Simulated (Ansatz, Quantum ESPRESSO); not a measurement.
## Al3Os (Pm-3m): zone-centre phonons

Which modes does Al3Os (Pm-3m) have at the zone centre?

Calculated with Quantum ESPRESSO 7.5; DFT PBE, scalar-relativistic, plane waves, SPMS norm-conserving pseudopotentials.

The structure was built from a prototype and need not be the compound's stable phase.

## 1. Starting point

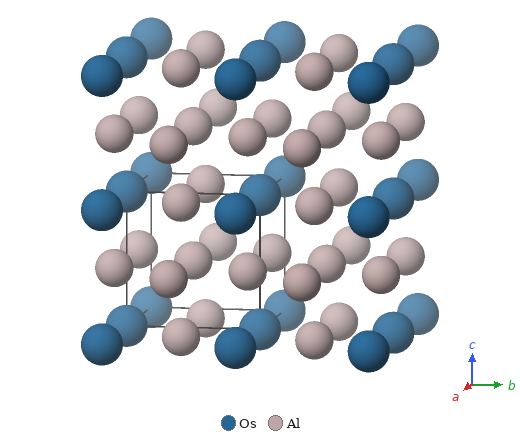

The starting structure, seen slightly off an axis (osmium blue, aluminium light grey). 2×2×2 cells are drawn. Some periodic images of atoms are drawn too.

As a file:

```cif
data_structure
_symmetry_space_group_name_H-M 'P 1'
_symmetry_Int_Tables_number 1
_cell_length_a 3.9377
_cell_length_b 3.9377
_cell_length_c 3.9377
_cell_angle_alpha 90.000
_cell_angle_beta 90.000
_cell_angle_gamma 90.000
_cell_volume 61.06
loop_
_atom_site_label
_atom_site_type_symbol
_atom_site_fract_x
_atom_site_fract_y
_atom_site_fract_z
_atom_site_occupancy
Os1 Os 0.00000 0.00000 0.00000 1
Al2 Al 0.00000 0.50000 0.50000 1
Al3 Al 0.50000 0.00000 0.50000 1
Al4 Al 0.50000 0.50000 0.00000 1
```

## 2. A probe with smearing

A cheap run with smearing and empty bands tells whether the crystal has a gap, which decides between fixed occupations and smearing later on.

probe.in

```
&CONTROL
  calculation = 'scf'
  prefix      = 'x'
  outdir      = './tmp'
  pseudo_dir  = './pseudo'
  tprnfor     = .true.
  tstress     = .true.
  verbosity   = 'high'
/
&SYSTEM
  ibrav       = 1
  celldm(1)   = 7.44117726
  nat         = 4
  ntyp        = 2
  ecutwfc     = 60.0
  occupations = 'smearing'
  smearing    = 'gaussian'
  degauss     = 0.01
/
&ELECTRONS
  conv_thr         = 1.0d-07
  mixing_beta      = 0.7
  electron_maxstep = 100
/
ATOMIC_SPECIES
 Os    190.2300  Os.upf
 Al     26.9815  Al.upf
ATOMIC_POSITIONS crystal
 Os     0.000000000   0.000000000   0.000000000
 Al     0.000000000   0.500000000   0.500000000
 Al     0.500000000   0.000000000   0.500000000
 Al     0.500000000   0.500000000   0.000000000
K_POINTS automatic
 4 4 4 0 0 0
```

Run with:

```
$ OMP_NUM_THREADS=1 mpirun -n 4 pw.x -nk 4 -in probe.in > probe.out
```

What it wrote:

```text
[banners, grids, parts of the stress and lines that vanish by symmetry left out]
Program PWSCF v.7.5
     bravais-lattice index     =            1
     lattice parameter (alat)  =       7.4412  a.u.
[...]
kinetic-energy cutoff     =      60.0000  Ry
     charge density cutoff     =     240.0000  Ry
     scf convergence threshold =      1.0E-07
[...]
Exchange-correlation= PBE
                           (   1   4   3   4   0   0   0)
[...]
48 Sym. Ops., with inversion, found
[...]
(     0          1          0      )
                  (     0          0          1      )
[...]
(  0.0000000  1.0000000  0.0000000 )
                  (  0.0000000  0.0000000  1.0000000 )
[...]
(     0         -1          0      )
                  (     0          0          1      )
[...]
(     1          0          0      )
[...]
( -1.0000000  0.0000000  0.0000000 )
                  (  0.0000000  1.0000000  0.0000000 )
[...]
number of k points=    10  Gaussian smearing, width (Ry)=  0.0100
[...]
End of self-consistent calculation
[...]
the Fermi energy is    12.3460 ev
!    total energy              =    -213.69534226 Ry
[...]
convergence has been achieved in   8 iterations
[...]
atom    1 type  1   force =     0.00000000    0.00000000    0.00000000
     atom    2 type  2   force =     0.00000000    0.00000000    0.00000000
     atom    3 type  2   force =     0.00000000    0.00000000    0.00000000
     atom    4 type  2   force =     0.00000000    0.00000000    0.00000000
[...]
Total force =     0.000000     Total SCF correction =     0.000000
[...]
total   stress  (Ry/bohr**3)                   (kbar)     P=      -77.55
[...]
XML data file, charge density, pseudopotentials, collected wavefunctions

   JOB DONE.
```

The job ended after 3.6 s (4 MPI ranks of Arm Neoverse V2, shared host; 14 s of CPU time).

Numbers from this step:

```
volume per atom   : 15.26 Å³
pressure          : -7.755 GPa
gap on the k-mesh : 0 eV
```

No gap opens on this mesh, so smearing is kept; the start stands at -7.8 GPa.

## 3. Relaxing the cell and atoms

Frequencies change by per cents with a per cent of volume, so the structure is first brought to rest at this level of theory.

relax.in

```
&CONTROL
  calculation   = 'vc-relax'
  prefix        = 'x'
  outdir        = './tmp'
  pseudo_dir    = './pseudo'
  tprnfor       = .true.
  tstress       = .true.
  forc_conv_thr = 2.0d-05
  etot_conv_thr = 1.0d-07
  nstep         = 40
/
&SYSTEM
  ibrav       = 1
  celldm(1)   = 7.44117726
  nat         = 4
  ntyp        = 2
  ecutwfc     = 60.0
  occupations = 'smearing'
  smearing    = 'mv'
  degauss     = 0.02
/
&ELECTRONS
  conv_thr         = 1.0d-11
  mixing_beta      = 0.7
  electron_maxstep = 100
/
&IONS
/
&CELL
  press_conv_thr = 0.2
/
ATOMIC_SPECIES
 Os    190.2300  Os.upf
 Al     26.9815  Al.upf
ATOMIC_POSITIONS crystal
 Os     0.000000000   0.000000000   0.000000000
 Al     0.000000000   0.500000000   0.500000000
 Al     0.500000000   0.000000000   0.500000000
 Al     0.500000000   0.500000000   0.000000000
K_POINTS automatic
 8 8 8 0 0 0
```

Run with:

```
$ OMP_NUM_THREADS=1 mpirun -n 4 pw.x -nk 4 -in relax.in > relax.out
```

What it wrote:

```text
[banners, grids, parts of the stress and lines that vanish by symmetry left out]
[banner, memory and clock lines left out]
Program PWSCF v.7.5

[...]
kinetic-energy cutoff     =      60.0000  Ry
     charge density cutoff     =     240.0000  Ry
     scf convergence threshold =      1.0E-11
[...]
energy convergence thresh.=      1.0E-07
     force convergence thresh. =      2.0E-05
     press convergence thresh. =      2.0E-01
     Exchange-correlation= PBE
                           (   1   4   3   4   0   0   0)
[...]
48 Sym. Ops., with inversion, found
[...]
number of k points=    35  Marzari-Vanderbilt smearing, width (Ry)=  0.0200
[...]
End of self-consistent calculation
[...]
the Fermi energy is    12.2537 ev
!    total energy              =    -213.69271868 Ry
[...]
convergence has been achieved in  11 iterations
[...]
atom    1 type  1   force =     0.00000000    0.00000000    0.00000000
     atom    2 type  2   force =     0.00000000    0.00000000    0.00000000
     atom    3 type  2   force =     0.00000000    0.00000000    0.00000000
     atom    4 type  2   force =     0.00000000    0.00000000    0.00000000
     Total force =     0.000000     Total SCF correction =     0.000000
[...]
total   stress  (Ry/bohr**3)                   (kbar)     P=      -74.45
[...]
number of bfgs steps    =   0
[...]
CELL_PARAMETERS (alat=  7.44117726)
[...]
ATOMIC_POSITIONS (crystal)
Os               0.0000000000        0.0000000000        0.0000000000
Al               0.0000000000        0.5000000000        0.5000000000
Al               0.5000000000        0.0000000000        0.5000000000
Al               0.5000000000        0.5000000000        0.0000000000
[...]
New effective cutoffs (rho, wfc):  245.74   61.54
[...]
End of self-consistent calculation
[...]
the Fermi energy is    12.8381 ev
!    total energy              =    -213.69786284 Ry
[...]
convergence has been achieved in   9 iterations
[...]
atom    1 type  1   force =     0.00000000    0.00000000    0.00000000
     atom    2 type  2   force =     0.00000000    0.00000000    0.00000000
     atom    3 type  2   force =     0.00000000    0.00000000    0.00000000
     atom    4 type  2   force =     0.00000000    0.00000000    0.00000000
     Total force =     0.000000     Total SCF correction =     0.000000
[...]
total   stress  (Ry/bohr**3)                   (kbar)     P=      -21.73
[...]
number of bfgs steps    =   1
[...]
CELL_PARAMETERS (alat=  7.44117726)
[...]
ATOMIC_POSITIONS (crystal)
[...]
New effective cutoffs (rho, wfc):  248.26   62.17
[...]
End of self-consistent calculation
[...]
the Fermi energy is    13.0781 ev
!    total energy              =    -213.69827327 Ry
[...]
convergence has been achieved in   9 iterations
[...]
atom    1 type  1   force =     0.00000000    0.00000000    0.00000000
     atom    2 type  2   force =     0.00000000    0.00000000    0.00000000
     atom    3 type  2   force =     0.00000000    0.00000000    0.00000000
     atom    4 type  2   force =     0.00000000    0.00000000    0.00000000
     Total force =     0.000000     Total SCF correction =     0.000000
[...]
total   stress  (Ry/bohr**3)                   (kbar)     P=        2.03
[...]
number of bfgs steps    =   2
[...]
CELL_PARAMETERS (alat=  7.44117726)
[...]
ATOMIC_POSITIONS (crystal)
[...]
New effective cutoffs (rho, wfc):  248.05   62.12
[...]
End of self-consistent calculation
[...]
the Fermi energy is    13.0576 ev
!    total energy              =    -213.69827670 Ry
[...]
convergence has been achieved in   7 iterations
[...]
atom    1 type  1   force =     0.00000000    0.00000000    0.00000000
     atom    2 type  2   force =     0.00000000    0.00000000    0.00000000
     atom    3 type  2   force =     0.00000000    0.00000000    0.00000000
     atom    4 type  2   force =     0.00000000    0.00000000    0.00000000
     Total force =     0.000000     Total SCF correction =     0.000000
[...]
total   stress  (Ry/bohr**3)                   (kbar)     P=       -0.05
[...]
number of bfgs steps    =   3
[...]
small trust_radius: resetting bfgs history
[...]
CELL_PARAMETERS (alat=  7.44117726)
[...]
ATOMIC_POSITIONS (crystal)
[...]
New effective cutoffs (rho, wfc):  248.05   62.12
[...]
End of self-consistent calculation
[...]
the Fermi energy is    13.0579 ev
!    total energy              =    -213.69827670 Ry
[...]
convergence has been achieved in   4 iterations
[...]
atom    1 type  1   force =     0.00000000    0.00000000    0.00000000
     atom    2 type  2   force =     0.00000000    0.00000000    0.00000000
     atom    3 type  2   force =     0.00000000    0.00000000    0.00000000
     atom    4 type  2   force =     0.00000000    0.00000000    0.00000000
     Total force =     0.000000     Total SCF correction =     0.000000
[...]
total   stress  (Ry/bohr**3)                   (kbar)     P=       -0.01
[...]
bfgs converged in   5 scf cycles and   4 bfgs steps
[...]
End of BFGS Geometry Optimization
     Final enthalpy           =    -213.6982767034 Ry
     File ./tmp/x.bfgs deleted, as requested
[...]
CELL_PARAMETERS (alat=  7.44117726)
[...]
ATOMIC_POSITIONS (crystal)
[...]
Al               0.5000000000        0.0000000000        0.5000000000
Al               0.5000000000        0.5000000000        0.0000000000
[...]
Final scf calculation at the relaxed structure.
[...]
kinetic-energy cutoff     =      60.0000  Ry
     charge density cutoff     =     240.0000  Ry
     scf convergence threshold =      1.0E-13
[...]
press convergence thresh. =      2.0E-01
     Exchange-correlation= PBE
                           (   1   4   3   4   0   0   0)
[...]
48 Sym. Ops., with inversion, found
[...]
number of k points=    35  Marzari-Vanderbilt smearing, width (Ry)=  0.0200
[...]
c_bands:  1 eigenvalues not converged
[...]
End of self-consistent calculation
[...]
the Fermi energy is    13.0579 ev
!    total energy              =    -213.69827557 Ry
[...]
convergence has been achieved in  13 iterations
[...]
atom    1 type  1   force =     0.00000000    0.00000000    0.00000000
     atom    2 type  2   force =     0.00000000    0.00000000    0.00000000
     atom    3 type  2   force =     0.00000000    0.00000000    0.00000000
     atom    4 type  2   force =     0.00000000    0.00000000    0.00000000
     Total force =     0.000000     Total SCF correction =     0.000000
[...]
total   stress  (Ry/bohr**3)                   (kbar)     P=       -0.01
[...]
XML data file, charge density, pseudopotentials, collected wavefunctions
```

Elapsed: 46 s, on 4 MPI ranks.

Relaxation path:

```tsv
step	energy less that of the first step (eV)	largest force (eV/Å)	pressure (GPa)	volume (Å³)
1	0.0000	0.0000	-7.45	61.06
2	-0.0700	0.0000	-2.17	58.77
3	-0.0756	0.0000	0.20	57.87
4	-0.0756	0.0000	-0.01	57.95
5	-0.0756	0.0000	0.00	57.95
6	-0.0756	0.0000	0.00	57.95
```

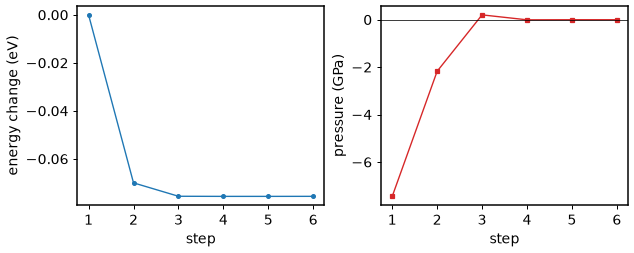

Energy and pressure along the relaxation.

```tsv
conventional cell, symmetrised	before	after	change
a (Å)	3.938	3.870	-1.7 %
b (Å)	3.938	3.870	-1.7 %
c (Å)	3.938	3.870	-1.7 %
volume (Å³/atom)	15.26	14.49	-5.1 %
```

The relaxed structure:

```
Os Al
1.0
     3.86972    0.00000    0.00000
     0.00000    3.86972    0.00000
     0.00000    0.00000    3.86972
Os Al
1 3
Direct
  0.00000 0.00000 0.00000
  0.00000 0.50000 0.50000
  0.50000 0.00000 0.50000
  0.50000 0.50000 0.00000
```

The last row of the table of steps is pw.x's closing run on a basis chosen anew for the final cell, so its energy can jump.

Numbers from this step:

```yaml
volume_per_atom: 14.49 Å³
pressure: -0.001 GPa
```

The volume changes by -5.1 % from the cell with which this run began.

## 4. Ground state

Perturbation theory inherits every error of the wavefunctions, so the threshold is set near the limit of the arithmetic. Smearing stays on, as the first look found no gap above 0.3 eV.

scf.in

```
&CONTROL
  calculation = 'scf'
  prefix      = 'x'
  outdir      = './tmp'
  pseudo_dir  = './pseudo'
  tprnfor     = .true.
  tstress     = .true.
/
&SYSTEM
  ibrav       = 1
  celldm(1)   = 7.31270425
  nat         = 4
  ntyp        = 2
  ecutwfc     = 60.0
  occupations = 'smearing'
  smearing    = 'mv'
  degauss     = 0.02
/
&ELECTRONS
  conv_thr         = 1.0d-12
  mixing_beta      = 0.7
  electron_maxstep = 100
/
ATOMIC_SPECIES
 Os    190.2300  Os.upf
 Al     26.9815  Al.upf
ATOMIC_POSITIONS crystal
 Os     0.000000000   0.000000000   0.000000000
 Al     0.000000000   0.500000000   0.500000000
 Al     0.500000000   0.000000000   0.500000000
 Al     0.500000000   0.500000000   0.000000000
K_POINTS automatic
 8 8 8 0 0 0
```

Run with:

```
$ OMP_NUM_THREADS=1 mpirun -n 4 pw.x -nk 4 -in scf.in > scf.out
```

What it wrote:

```text
[banners, grids, parts of the stress and lines that vanish by symmetry left out]
[banner, memory and clock lines left out]
Program PWSCF v.7.5

[...]
kinetic-energy cutoff     =      60.0000  Ry
     charge density cutoff     =     240.0000  Ry
     scf convergence threshold =      1.0E-12
[...]
Exchange-correlation= PBE
                           (   1   4   3   4   0   0   0)
[...]
48 Sym. Ops., with inversion, found
[...]
number of k points=    35  Marzari-Vanderbilt smearing, width (Ry)=  0.0200
[...]
End of self-consistent calculation
[...]
the Fermi energy is    13.0579 ev
!    total energy              =    -213.69827557 Ry
[...]
convergence has been achieved in  12 iterations
[...]
atom    1 type  1   force =     0.00000000    0.00000000    0.00000000
     atom    2 type  2   force =     0.00000000    0.00000000    0.00000000
     atom    3 type  2   force =     0.00000000    0.00000000    0.00000000
     atom    4 type  2   force =     0.00000000    0.00000000    0.00000000
     Total force =     0.000000     Total SCF correction =     0.000000
[...]
total   stress  (Ry/bohr**3)                   (kbar)     P=       -0.01
[...]
XML data file, charge density, pseudopotentials, collected wavefunctions
```

It took 10 s on 4 MPI ranks.

The cell stands at -0.001 GPa, close enough for phonons.

[end of part 1 of 3]

[Host names and launcher messages were left out of these logs when they were recorded.]

[Logs are printed without paths, hosts, clocks, repeated set-up lines and the standing remarks that a program may print on its own settings, such as how far it seeks lower states.]

[Hosts, paths, dates, database ids (printed as entryN), source tags and the programs' standing remarks are cut or masked in the printed files.]
